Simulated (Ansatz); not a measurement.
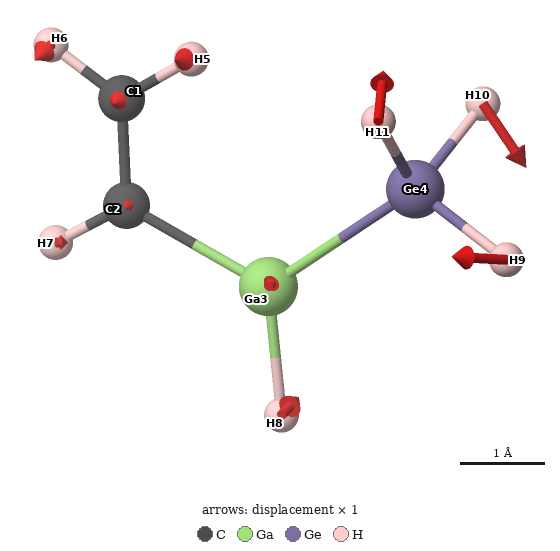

A relaxation of C2H7GaGe. The starting structure is drawn; red arrows show the displacements, at their true length. The two geometries are superimposed by the best rigid fit.

A ball-and-stick model, seen at a tilt.

The start comes from GFN2-xTB.

These are results of RKS PBE0-D4/def2-TZVP (Ansatz 0.2.0), not measurements.

The input:
```yaml
crystal:
  periodic: [false, false, false]
  atoms:
    - {symbol: C, position_ang: [-0.593880, 1.865800, 0.548500]}
    - {symbol: C, position_ang: [-0.152690, 1.056900, 1.507960]}
    - {symbol: Ga, position_ang: [0.398610, -0.797570, 0.919370]}
    - {symbol: Ge, position_ang: [0.298030, -1.407200, -1.445150]}
    - {symbol: H, position_ang: [-0.648520, 1.522270, -0.483640]}
    - {symbol: H, position_ang: [-0.921130, 2.884500, 0.714940]}
    - {symbol: H, position_ang: [-0.113350, 1.427870, 2.531910]}
    - {symbol: H, position_ang: [0.905480, -1.843020, 2.031030]}
    - {symbol: H, position_ang: [1.013340, -2.672820, -1.861870]}
    - {symbol: H, position_ang: [-1.077330, -1.629530, -2.044230]}
    - {symbol: H, position_ang: [0.891430, -0.407210, -2.418820]}
basis:
  gaussian: {orbitals: def2-TZVP}
hamiltonian: {xc: pbe0, dispersion: d4}
relax: {f_tol: 0.005, max_steps: 150}
```

Describe the change and its energy.

Answer. The largest moves after the best rigid fit, 0.94 Å, are those of H10 and H11. By element the largest moves are H 0.94 Å, C 0.25 Å, Ga 0.21 Å, Ge 0.07 Å. Near-neighbour distances that change, for instance: C2–Ga3 2.022 → 1.953 Å, Ga3–H8 1.608 → 1.573 Å, Ge4–H9 1.512 → 1.542 Å, Ge4–H10 1.517 → 1.542 Å. Bond angles that change, for instance: Ga3–Ge4–H9 117.1° → 111.1°, C1–C2–Ga3 116.0° → 121.3°, H9–Ge4–H10 101.4° → 106.6°. Groups turn about Ga3–Ge4 by about 45°. Over 27 accepted moves (28 points after the start) the energy falls by 16.1 kJ/mol. The largest force component goes from 0.88 to 0.0041 eV/Å. The line search rejected the trial step at point 4 of the run. The run took roughly 15 core-minutes on a shared host.
